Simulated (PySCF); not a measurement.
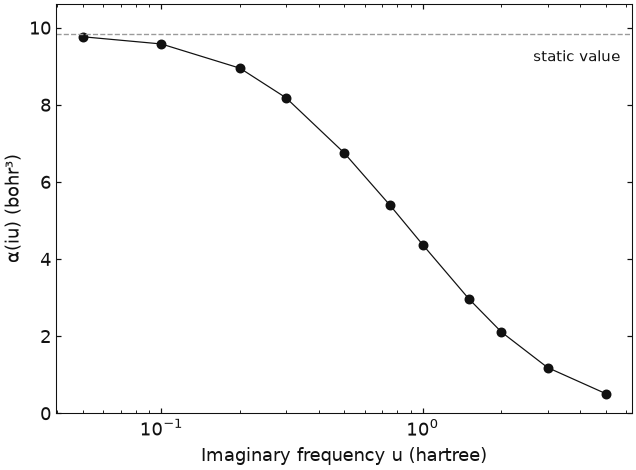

Fig. 1: Dipole polarisability at imaginary frequency of Os²⁺ ([Xe] 4f¹⁴ 5d⁶). Coupled response at the LC-wPBE level; PySCF, def2-TZVPPD with a 60-electron core potential, unrestricted single determinants, no spin-orbit coupling. The static dipole polarisability is 9.83 bohr³; α(iu) falls to half of it near u = 0.86 hartree. The Casimir–Polder integral gives C₆ = 62.7 hartree bohr⁶ for two such species.

## Os²⁺: atomic calculation

- system: Os²⁺, configuration 1s2 2s2 2p6 3s2 3p6 3d10 4s2 4p6 4d10 4f14 5s2 5p6 5d6, multiplicity 5.
- method: unrestricted LC-wPBE, def2-TZVPPD with ECP60, scalar-relativistic core potential (PySCF)

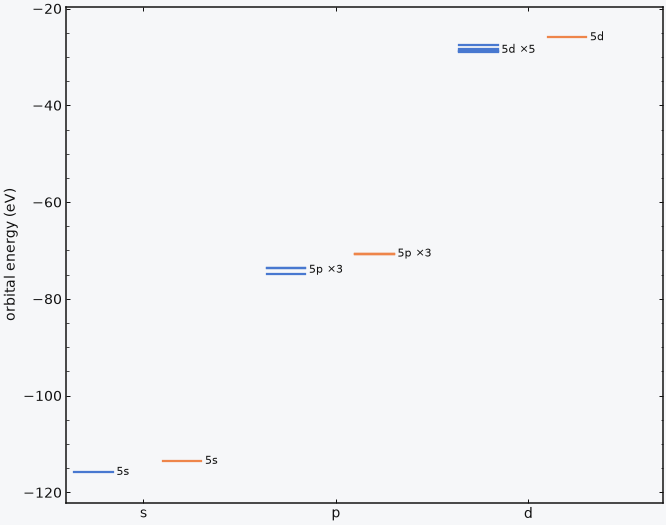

Fig. 2: Orbital energies of the mean field, from the top down to −115.8 eV, by angular momentum, α spin at the left of each column and β at the right; ×n counts the orbitals under one label. The highest filled orbital is 5d β at −25.9 eV, the lowest empty one s α at −17.1 eV.

These pictures come from the run below.

### The input
```python
from pyscf import gto, scf, dft, mp, cc
mol = gto.M(atom="Os 0 0 0", charge=2, spin=4, symmetry="D2h",
            basis="def2-TZVPPD",
            ecp="def2-TZVPPD")
mf = dft.UKS(mol, xc="LC_WPBE")
mf.irrep_nelec = {'Ag': (3, 1), 'B1g': (1, 1), 'B2g': (1, 0), 'B3g': (1, 0), 'B1u': (1, 1), 'B2u': (1, 1), 'B3u': (1, 1)}
mf.kernel()
```

The script is an equivalent of what the driver set up; the driver started from orbitals of its own, so the log can be shorter than this script's would be, and it computed the properties (radii, ⟨L²⟩, response) afterwards. It held the occupations shell by shell, which the script's counts by irreducible representation don't always enforce.

### Output (extracts)
```
damping factor = 0
level_shift factor = 0
DIIS = <class 'pyscf.scf.diis.CDIIS'>
diis_start_cycle = 1
diis_space = 10
diis_damp = 0
SCF conv_tol = 1e-09
SCF conv_tol_grad = None
number electrons alpha = 9  beta = 5
XC functionals = LC_WPBE
    O. A. Vydrov and G. E. Scuseria.,  J. Chem. Phys. 125, 234109 (2006)
cycle= 1 E= -89.6528236845991  delta_E= -0.0059  |g|= 0.0182  |ddm|= 0.235
cycle= 2 E= -89.6532076501172  delta_E= -0.000384  |g|= 0.00698  |ddm|= 0.0391
cycle= 3 E= -89.6533638790783  delta_E= -0.000156  |g|= 0.00414  |ddm|= 0.0281
cycle= 4 E= -89.6534435384213  delta_E= -7.97e-05  |g|= 0.00223  |ddm|= 0.0233
cycle= 5 E= -89.6534759622242  delta_E= -3.24e-05  |g|= 0.000351  |ddm|= 0.0243
cycle= 6 E= -89.653476496766  delta_E= -5.35e-07  |g|= 6.09e-05  |ddm|= 0.00301
cycle= 7 E= -89.6534765036556  delta_E= -6.89e-09  |g|= 4.23e-06  |ddm|= 0.000295
cycle= 8 E= -89.6534765036795  delta_E= -2.39e-11  |g|= 5.13e-07  |ddm|= 1.49e-05
converged SCF energy = -89.6534765036795  <S^2> = 6.0015405  2S+1 = 5.0006162
```

### Key numbers

- outcome: converged
- total energy (valence electrons, under a core potential): −89.653477 hartree
- ⟨S²⟩: 6.002
- ⟨L²⟩: 6.06
- static polarisability: 9.83 bohr³
- C₆ of the like pair: 62.7 hartree bohr⁶
- SCF iterations: 8
- hardware: 1 CPU thread, shared host
- CPU time: 12 s (integrals apart)
